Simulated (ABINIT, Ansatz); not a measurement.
# Quasiparticle gap of F (C2/c) in ABINIT, part 2 of 3

Wanted: ground state, empty states, screening and self-energy for F (C2/c).

ABINIT 10.8.3; LDA and many-body steps on it, plane waves. Known limits of the many-body steps: not at the basis limit; coarse k mesh.

So far. Step 2 (Ground state): The gap is direct, at Γ.

**3. Bands along the symmetry lines**

Level of this step: DFT, LDA, plane waves, norm-conserving pseudopotentials (ABINIT).

The cheap functional maps the bands first; the places of the edges decide which points the dearer methods must see.

Contents of run.abi:

```
acell 3*1.0 Angstrom
rprim 
  2.556322424600 -1.584027248600 -0.000000000000
  2.556322424600 1.584027248600 -0.000000000000
  -0.562110604000 -0.000000000000 6.597708898900
ntypat 1
znucl 9
natom 4
typat 1 1 1 1
xred 
  0.595832880000 0.915335970000 0.597955500000
  0.084664030000 0.404167120000 0.902044500000
  0.404167120000 0.084664030000 0.402044500000
  0.915335970000 0.595832880000 0.097955500000
pp_dirpath "pseudos"
pseudos "F.upf"
ecut 36
iscf -2
irdden 1
kptopt 0
nkpt 76
kpt 
  0.00000000 0.00000000 0.00000000
  -0.04333607 0.04333607 0.00000000
  -0.08667214 0.08667214 0.00000000
  -0.13000821 0.13000821 0.00000000
  -0.17334427 0.17334427 0.00000000
  -0.21668034 0.21668034 0.00000000
  -0.26001641 0.26001641 0.00000000
  -0.30335248 0.30335248 0.00000000
  -0.34668855 0.34668855 -0.00000000
  -0.65331145 -0.34668855 0.00000000
  -0.63414752 -0.36585248 0.00000000
  -0.61498359 -0.38501641 0.00000000
  -0.59581966 -0.40418034 0.00000000
  -0.57665572 -0.42334427 0.00000000
  -0.55749179 -0.44250821 0.00000000
  -0.53832786 -0.46167214 0.00000000
  -0.51916393 -0.48083607 0.00000000
  -0.50000000 -0.50000000 0.00000000
  -0.43750000 -0.43750000 0.00000000
  -0.37500000 -0.37500000 0.00000000
  -0.31250000 -0.31250000 0.00000000
  -0.25000000 -0.25000000 0.00000000
  -0.18750000 -0.18750000 0.00000000
  -0.12500000 -0.12500000 0.00000000
  -0.06250000 -0.06250000 0.00000000
  0.00000000 0.00000000 0.00000000
  -0.06250000 -0.06250000 0.06250000
  -0.12500000 -0.12500000 0.12500000
  -0.18750000 -0.18750000 0.18750000
  -0.25000000 -0.25000000 0.25000000
  -0.31250000 -0.31250000 0.31250000
  -0.37500000 -0.37500000 0.37500000
  -0.43750000 -0.43750000 0.43750000
  -0.50000000 -0.50000000 0.50000000
  -0.51995611 -0.48004389 0.50000000
  -0.53991223 -0.46008777 0.50000000
  -0.55986834 -0.44013166 0.50000000
  -0.57982446 -0.42017554 0.50000000
  -0.59978057 -0.40021943 0.50000000
  -0.61973668 -0.38026332 0.50000000
  -0.63969280 -0.36030720 0.50000000
  -0.65964891 -0.34035109 0.50000000
  -0.34035109 0.34035109 0.50000000
  -0.29780720 0.29780720 0.50000000
  -0.25526332 0.25526332 0.50000000
  -0.21271943 0.21271943 0.50000000
  -0.17017555 0.17017555 0.50000000
  -0.12763166 0.12763166 0.50000000
  -0.08508777 0.08508777 0.50000000
  -0.04254389 0.04254389 0.50000000
  0.00000000 0.00000000 0.50000000
  0.00000000 0.00000000 0.43750000
  0.00000000 0.00000000 0.37500000
  0.00000000 0.00000000 0.31250000
  0.00000000 0.00000000 0.25000000
  0.00000000 0.00000000 0.18750000
  0.00000000 0.00000000 0.12500000
  0.00000000 0.00000000 0.06250000
  0.00000000 0.00000000 0.00000000
  -0.50000000 0.00000000 0.50000000
  -0.43750000 0.00000000 0.43750000
  -0.37500000 0.00000000 0.37500000
  -0.31250000 0.00000000 0.31250000
  -0.25000000 0.00000000 0.25000000
  -0.18750000 0.00000000 0.18750000
  -0.12500000 0.00000000 0.12500000
  -0.06250000 0.00000000 0.06250000
  0.00000000 0.00000000 0.00000000
  -0.06250000 0.00000000 0.00000000
  -0.12500000 0.00000000 0.00000000
  -0.18750000 0.00000000 0.00000000
  -0.25000000 0.00000000 0.00000000
  -0.31250000 0.00000000 0.00000000
  -0.37500000 0.00000000 0.00000000
  -0.43750000 0.00000000 0.00000000
  -0.50000000 0.00000000 0.00000000
istwfk *1
nband 21
nbdbuf 2
tolwfr 1e-08
nstep 40
prtwf 0
prtvol 0
indata_prefix "in"
outdata_prefix "out"
tmpdata_prefix "tmp"
```

On the command line:

```console
> OMP_NUM_THREADS=1 mpirun -n 4 abinit run.abi > log
```

Numbers of over 12 decimals in the logs are rounded to 6 here.

The program printed:

```text
.Version 10.8.3 of ABINIT. v10.8.2 released Aug 2026.

 Symmetries : space group C2/c (# 15); Bravais mC (1-face-center monocl.)
[... echo of the input left out ...]
== DATASET  1 ==================================================================
-   mpi_nproc: 4, omp_nthreads: 1 (-1 if OMP is not activated)

--- !DatasetInfo
iteration_state: {dtset: 1, }
dimensions: {natom: 4, nkpt: 76, mband: 21, nsppol: 1, nspinor: 1, nspden: 1, mpw: 3742, }
cutoff_energies: {ecut:  36.0, pawecutdg:  -1.0, }
electrons: {nelect:   2.80000000E+01, charge:   0.00000000E+00, occopt:   1.00000000E+00, tsmear:   1.00000000E-02, }

 Real(R)+Recip(G) space primitive vectors, cartesian coordinates (Bohr,Bohr^-1):
 R(1)=  4.8307493 -2.9933777  0.0000000  G(1)=  0.1035036 -0.1670354  0.0088183
 R(2)=  4.8307493  2.9933777  0.0000000  G(2)=  0.1035036  0.1670354  0.0088183
 R(3)= -1.0622351  0.0000000 12.4678629  G(3)=  0.0000000  0.0000000  0.0802062
 Unit cell volume ucvol=  3.6057700E+02 bohr^3
 Angles (23,13,12)=  9.41380476E+01  9.41380476E+01  6.35689171E+01 degrees

 getcut: wavevector=  0.0000  0.0000  0.0000  ngfft=  32  32  72
         ecut(hartree)=     36.000   => boxcut(ratio)=   2.08502

--- Pseudopotential description ------------------------------------------------
- F Generated using ONCVPSP code by D. R. Hamann
-  9.00000   7.00000  201202                  znucl, zion, pspdat
12 -1012 2 -1 824                             pspcod,pspxc,lmax,lloc,mmax
     nproj     2     2     1
  pspatm : epsatm=    4.94580260
         --- l  ekb(1:nproj) -->
             0    6.487052    1.061847
             1   -4.029087   -1.312559
             2   -2.364936
 pspatm: atomic psp has been read  and splines computed

--------------------------------------------------------------------------------

================================================================================
 prteigrs : about to open file out_EIG
 Non-SCF case, kpt    1 (  0.00000  0.00000  0.00000), residuals and eigenvalues=
  4.77E-09  5.48E-09  3.38E-09  1.76E-09  1.72E-09  6.44E-09  3.46E-09  5.31E-09
  1.67E-09  1.80E-09  2.79E-09  4.51E-09  6.81E-09  4.24E-09  7.92E-09  5.73E-09
  6.06E-10  2.44E-09  2.31E-09  9.22E-09  4.18E-07
 -1.0660E+00 -1.0586E+00 -8.3439E-01 -8.1244E-01 -4.1400E-01 -3.7132E-01
 -2.7287E-01 -2.6985E-01 -2.6577E-01 -2.6390E-01 -1.6903E-01 -1.5694E-01
 -1.5211E-01 -1.4995E-01 -6.3657E-02 -2.2380E-02  1.9401E-01  2.8246E-01
  3.2920E-01  5.4936E-01  6.0336E-01
 Non-SCF case, kpt    2 ( -0.04334  0.04334  0.00000), residuals and eigenvalues=
  3.58E-09  5.21E-09  4.39E-09  8.38E-09  4.92E-09  2.87E-09  9.02E-09  2.45E-09
[...]
5.85E-10  7.96E-10  2.12E-09  2.50E-09  1.64E-04
[...]
Non-SCF case, kpt    3 ( -0.08667  0.08667  0.00000), residuals and eigenvalues=
[...]
1.98E-09  9.36E-09  2.09E-09  3.37E-06  5.98E-06
[...]
Non-SCF case, kpt   75 ( -0.43750  0.00000  0.00000), residuals and eigenvalues=
[...]
Non-SCF case, kpt   76 ( -0.50000  0.00000  0.00000), residuals and eigenvalues=
[...]
-3.1066E-01 -3.1036E-01 -2.7551E-01 -2.7472E-01 -1.7457E-01 -1.7265E-01
 -1.5661E-01 -1.5514E-01 -3.7761E-02 -3.7120E-02  3.7069E-01  3.7261E-01
[...]
--- !ResultsGS
iteration_state: {dtset: 1, }
comment   : Summary of ground state results
lattice_vectors:
- [  4.8307493,  -2.9933777,  -0.0000000, ]
- [  4.8307493,   2.9933777,  -0.0000000, ]
- [ -1.0622351,  -0.0000000,  12.4678629, ]
lattice_lengths: [   5.68300,    5.68300,   12.51303, ]
lattice_angles: [ 94.138,  94.138,  63.569, ] # degrees, (23, 13, 12)
lattice_volume:   3.6057700E+02
convergence: {deltae:  0.000E+00, res2:  0.000E+00, residm:  9.997E-09, diffor:  0.000E+00, }
etotal    :  -9.79315764E+01
entropy   :   0.00000000E+00
fermie    :  -1.49948339E-01
cartesian_stress_tensor: null
pressure_GPa: null
xred      :
- [  5.9583E-01,   9.1534E-01,   5.9796E-01,  F]
- [  8.4664E-02,   4.0417E-01,   9.0204E-01,  F]
- [  4.0417E-01,   8.4664E-02,   4.0204E-01,  F]
- [  9.1534E-01,   5.9583E-01,   9.7956E-02,  F]
cartesian_forces: null
force_length_stats: {min: null, max: null, mean: null, }

 Integrated electronic density in atomic spheres:
 ------------------------------------------------
 Atom  Sphere_radius  Integrated_density
[...]
================================================================================

 ----iterations are completed or convergence reached----

 Mean square residual over all n,k,spin=   42.729E-10; max=  99.965E-10
 reduced coordinates (array xred) for    4 atoms
[...]
0.404167120000      0.084664030000      0.402044500000
       0.915335970000      0.595832880000      0.097955500000

 cartesian coordinates (angstrom) at end:
    1      3.526918     0.506102     3.945136
    2      0.742561     0.506102     5.951427
    3      1.023617    -0.506102     2.652573
    4      3.807973    -0.506102     0.646282
 length scales=  1.889726125908  1.889726125908  1.889726125908 bohr
              =  1.000000000000  1.000000000000  1.000000000000 angstroms
 prteigrs : about to open file out_EIG
 Eigenvalues (hartree) for nkpt=  76  k points:
 kpt#   1, nband= 21, wtk=  1.00000, kpt=  0.0000  0.0000  0.0000 (reduced coord)
[...]
kpt#   2, nband= 21, wtk=  1.00000, kpt= -0.0433  0.0433  0.0000 (reduced coord)
[...]
kpt#   3, nband= 21, wtk=  1.00000, kpt= -0.0867  0.0867  0.0000 (reduced coord)
[...]
kpt#  75, nband= 21, wtk=  1.00000, kpt= -0.4375  0.0000  0.0000 (reduced coord)
[...]
0.34078    0.40091    0.41732    0.43334    0.47379
 kpt#  76, nband= 21, wtk=  1.00000, kpt= -0.5000  0.0000  0.0000 (reduced coord)
  -1.05582   -1.05560   -0.82170   -0.82119   -0.39546   -0.39478   -0.31066   -0.31036
  -0.27551   -0.27472   -0.17457   -0.17265   -0.15661   -0.15514   -0.03776   -0.03712
   0.37069    0.37261    0.44017    0.44787    0.45357

== END DATASET(S) ==============================================================
================================================================================

 -outvars: echo values of variables after computation  --------
            nband          21
             nkpt          76
          spgroup          15
 [... the other variables as echoed above ...]

 Calculation completed.
```

Run time: 16 s. Hardware: 4 MPI ranks of Arm Neoverse V1, shared host; peak memory 0.34 GiB.

Numbers from this step:

* gap: 2.348 eV
* k of the valence top: 0, 0, 0
* k of the conduction bottom: 0, 0, 0
* least direct gap: 2.348 eV

The gap is 2.348 eV, as in the run before at this level.

Electronic bands along the path, in eV, zero at the top of the highest filled band:

```tsv
point	band 11	band 12	band 13	band 14	band 15	band 16	band 17	band 18
Γ	-0.52	-0.19	-0.06	0.00	2.35	3.47	9.36	11.77
C	-0.80	-0.59	-0.33	-0.19	2.87	3.22	14.70	15.41
jump to C2	-0.80	-0.59	-0.33	-0.19	2.87	3.22	14.70	15.41
Y2	-1.04	-0.68	-0.32	-0.18	2.65	3.38	14.30	15.14
Γ	-0.52	-0.19	-0.06	0.00	2.35	3.47	9.36	11.77
M2	-0.64	-0.64	-0.47	-0.47	3.02	3.02	14.67	14.67
D	-0.50	-0.50	-0.35	-0.35	3.01	3.01	15.20	15.20
jump to D2	-0.50	-0.50	-0.35	-0.35	3.01	3.01	15.20	15.20
A	-0.39	-0.39	-0.03	-0.03	2.90	2.90	10.26	10.26
Γ	-0.52	-0.19	-0.06	0.00	2.35	3.47	9.36	11.77
jump to L2	-0.57	-0.51	-0.17	-0.05	2.96	3.02	14.40	14.58
Γ	-0.52	-0.19	-0.06	0.00	2.35	3.47	9.36	11.77
V2	-0.67	-0.62	-0.18	-0.14	3.05	3.07	14.17	14.22
```

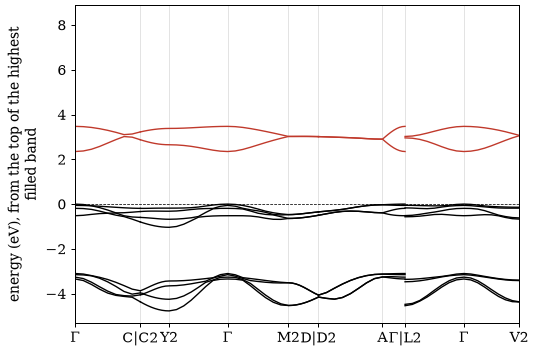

Electronic bands along the path; lines of filled and empty bands in two colours.

**4. Empty states on the mesh, 4×4×2 mesh, 44 bands**

The sums over transitions need many empty states on a uniform mesh; this step solves for them.

Contents of run.abi:

```
acell 3*1.0 Angstrom
rprim 
  2.556322424600 -1.584027248600 -0.000000000000
  2.556322424600 1.584027248600 -0.000000000000
  -0.562110604000 -0.000000000000 6.597708898900
ntypat 1
znucl 9
natom 4
typat 1 1 1 1
xred 
  0.595832880000 0.915335970000 0.597955500000
  0.084664030000 0.404167120000 0.902044500000
  0.404167120000 0.084664030000 0.402044500000
  0.915335970000 0.595832880000 0.097955500000
pp_dirpath "pseudos"
pseudos "F.upf"
ecut 36
ngkpt 4 4 2
nshiftk 1
shiftk 0 0 0
kptopt 1
chksymbreak 0
iscf -2
irdden 1
istwfk *1
nband 44
nbdbuf 4
tolwfr 1e-09
nstep 60
prtvol 0
indata_prefix "in"
outdata_prefix "out"
tmpdata_prefix "tmp"
```

The program printed:

```text
.Version 10.8.3 of ABINIT. v10.8.2 released Aug 2026.

 Symmetries : space group C2/c (# 15); Bravais mC (1-face-center monocl.)
[... echo of the input left out ...]
== DATASET  1 ==================================================================
-   mpi_nproc: 4, omp_nthreads: 1 (-1 if OMP is not activated)

--- !DatasetInfo
iteration_state: {dtset: 1, }
dimensions: {natom: 4, nkpt: 14, mband: 44, nsppol: 1, nspinor: 1, nspden: 1, mpw: 3742, }
cutoff_energies: {ecut:  36.0, pawecutdg:  -1.0, }
electrons: {nelect:   2.80000000E+01, charge:   0.00000000E+00, occopt:   1.00000000E+00, tsmear:   1.00000000E-02, }

 Real(R)+Recip(G) space primitive vectors, cartesian coordinates (Bohr,Bohr^-1):
 R(1)=  4.8307493 -2.9933777  0.0000000  G(1)=  0.1035036 -0.1670354  0.0088183
 R(2)=  4.8307493  2.9933777  0.0000000  G(2)=  0.1035036  0.1670354  0.0088183
 R(3)= -1.0622351  0.0000000 12.4678629  G(3)=  0.0000000  0.0000000  0.0802062
 Unit cell volume ucvol=  3.6057700E+02 bohr^3
 Angles (23,13,12)=  9.41380476E+01  9.41380476E+01  6.35689171E+01 degrees

 getcut: wavevector=  0.0000  0.0000  0.0000  ngfft=  32  32  72
         ecut(hartree)=     36.000   => boxcut(ratio)=   2.08502

--- Pseudopotential description ------------------------------------------------
- F Generated using ONCVPSP code by D. R. Hamann
-  9.00000   7.00000  201202                  znucl, zion, pspdat
12 -1012 2 -1 824                             pspcod,pspxc,lmax,lloc,mmax
     nproj     2     2     1
  pspatm : epsatm=    4.94580260
         --- l  ekb(1:nproj) -->
             0    6.487052    1.061847
             1   -4.029087   -1.312559
             2   -2.364936
 pspatm: atomic psp has been read  and splines computed

--------------------------------------------------------------------------------

================================================================================
 prteigrs : about to open file out_EIG
 Non-SCF case, kpt    1 (  0.00000  0.00000  0.00000), residuals and eigenvalues=
  9.08E-10  2.42E-10  4.53E-10  6.71E-10  1.36E-10  2.00E-10  1.06E-10  2.37E-10
  4.79E-10  1.14E-10  2.89E-10  2.84E-10  1.96E-10  2.68E-10  3.51E-10  2.82E-10
  7.57E-10  3.93E-10  5.46E-10  2.34E-10  1.89E-10  2.70E-10  4.48E-10  3.98E-10
[...]
1.55E-06  2.58E-08  3.68E-05  2.30E-04
 -1.0660E+00 -1.0586E+00 -8.3439E-01 -8.1244E-01 -4.1400E-01 -3.7132E-01
 -2.7287E-01 -2.6985E-01 -2.6577E-01 -2.6390E-01 -1.6903E-01 -1.5694E-01
 -1.5211E-01 -1.4995E-01 -6.3657E-02 -2.2380E-02  1.9401E-01  2.8246E-01
  3.2920E-01  5.4936E-01  6.0336E-01  6.7361E-01  7.2735E-01  7.4563E-01
  7.6100E-01  7.6849E-01  8.0313E-01  8.1810E-01  8.9825E-01  9.1660E-01
  9.2663E-01  9.3025E-01  9.7374E-01  9.7463E-01  1.0103E+00  1.0431E+00
  1.0899E+00  1.1422E+00  1.1515E+00  1.1535E+00  1.2240E+00  1.2357E+00
  1.2577E+00  1.2857E+00
 prteigrs : prtvol=0 or 1, do not print more k-points.

--- !ResultsGS
iteration_state: {dtset: 1, }
comment   : Summary of ground state results
lattice_vectors:
- [  4.8307493,  -2.9933777,  -0.0000000, ]
- [  4.8307493,   2.9933777,  -0.0000000, ]
- [ -1.0622351,  -0.0000000,  12.4678629, ]
lattice_lengths: [   5.68300,    5.68300,   12.51303, ]
lattice_angles: [ 94.138,  94.138,  63.569, ] # degrees, (23, 13, 12)
lattice_volume:   3.6057700E+02
convergence: {deltae:  0.000E+00, res2:  0.000E+00, residm:  9.922E-10, diffor:  0.000E+00, }
etotal    :  -9.79315764E+01
entropy   :   0.00000000E+00
fermie    :  -1.49948339E-01
cartesian_stress_tensor: null
pressure_GPa: null
xred      :
- [  5.9583E-01,   9.1534E-01,   5.9796E-01,  F]
- [  8.4664E-02,   4.0417E-01,   9.0204E-01,  F]
- [  4.0417E-01,   8.4664E-02,   4.0204E-01,  F]
- [  9.1534E-01,   5.9583E-01,   9.7956E-02,  F]
cartesian_forces: null
force_length_stats: {min: null, max: null, mean: null, }

 Integrated electronic density in atomic spheres:
 ------------------------------------------------
 Atom  Sphere_radius  Integrated_density
    1        2.00000          7.04400684
[...]
================================================================================

 ----iterations are completed or convergence reached----

 Mean square residual over all n,k,spin=   35.955E-11; max=  99.225E-11
 reduced coordinates (array xred) for    4 atoms
[...]
0.404167120000      0.084664030000      0.402044500000
       0.915335970000      0.595832880000      0.097955500000

 cartesian coordinates (angstrom) at end:
    1      3.526918     0.506102     3.945136
    2      0.742561     0.506102     5.951427
    3      1.023617    -0.506102     2.652573
    4      3.807973    -0.506102     0.646282
 length scales=  1.889726125908  1.889726125908  1.889726125908 bohr
              =  1.000000000000  1.000000000000  1.000000000000 angstroms
 prteigrs : about to open file out_EIG
 Eigenvalues (hartree) for nkpt=  14  k points:
 kpt#   1, nband= 44, wtk=  0.03125, kpt=  0.0000  0.0000  0.0000 (reduced coord)
[...]
0.76100    0.76849    0.80313    0.81810    0.89825    0.91660    0.92663    0.93025
   0.97374    0.97463    1.01032    1.04313    1.08986    1.14225    1.15152    1.15349
   1.22402    1.23567    1.25767    1.28570
 prteigrs : prtvol=0 or 1, do not print more k-points.

== END DATASET(S) ==============================================================
================================================================================

 -outvars: echo values of variables after computation  --------
            nband          44
             nkpt          14
          spgroup          15
 [... the other variables as echoed above ...]

 Calculation completed.
```

Elapsed: 9 s, on 4 MPI ranks; peak memory 0.28 GiB; 36 s of CPU time.

This step gave:

```yaml
gap: 2.348 eV
k_of_the_valence_top: 0, 0, 0
k_of_the_conduction_bottom: 0, 0, 0
least_direct_gap: 2.348 eV
k_points_computed: 14
lowest_point_of_the_top_converged_band_above_the_valence_top: 35.47 eV
```

On this mesh the gap is 2.348 eV.

(Continued in part 3 of 3.)

[Paths, hosts, dates, memory and timing lines, banners, echoed tables and standing remarks are left out of the program output.]

[Logs are printed without paths, hosts, clocks, repeated set-up lines and the standing remarks that a program may print on its own settings, such as how far it seeks lower states.]

[Runs of the session that timed out or met a known fault of the program may be left out.]

[Hosts, paths, dates, database ids (printed as entryN), source tags and the programs' standing remarks are cut or masked in the printed files.]

[G0W0 gaps are taken among the corrected bands and points alone; a level outside them can change the order at an edge.]

[Where Ansatz stands beside ABINIT at settings called matched, ABINIT's density can come from a denser mesh and the files from another edition; pairs whose starting gaps differed by over 0.03 eV were left out, so agreement reads better than it is.]
